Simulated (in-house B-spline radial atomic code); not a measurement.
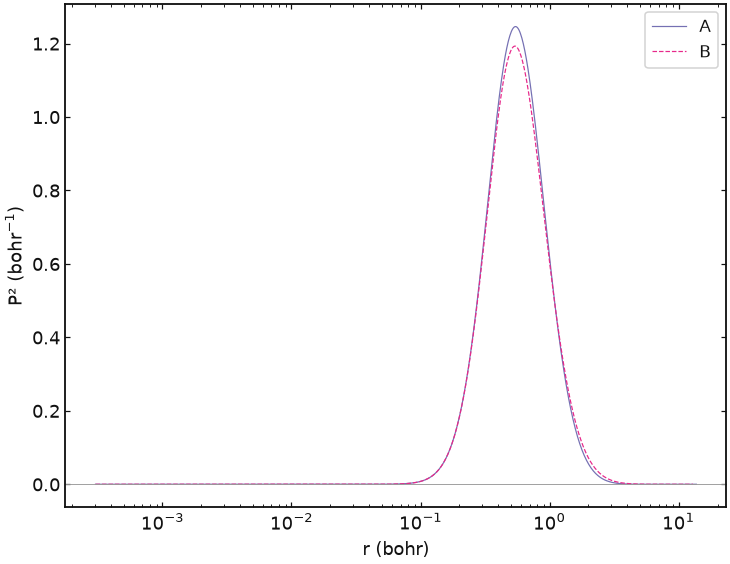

The Dy⁺ ion in [Xe] 4f10 6s1 (high spin) was computed by two methods: Hartree-Fock; PW91. Both runs are scalar-relativistic, spin-polarised and spherical. Computed with an in-house B-spline radial code.

The plot shows P² of the 4f up orbital in both runs.

> Assign A and B.

A is Hartree-Fock (⟨r⟩ = 0.818 bohr, eigenvalue −21.5 eV); B is PW91 (⟨r⟩ = 0.861 bohr, eigenvalue −10.8 eV).
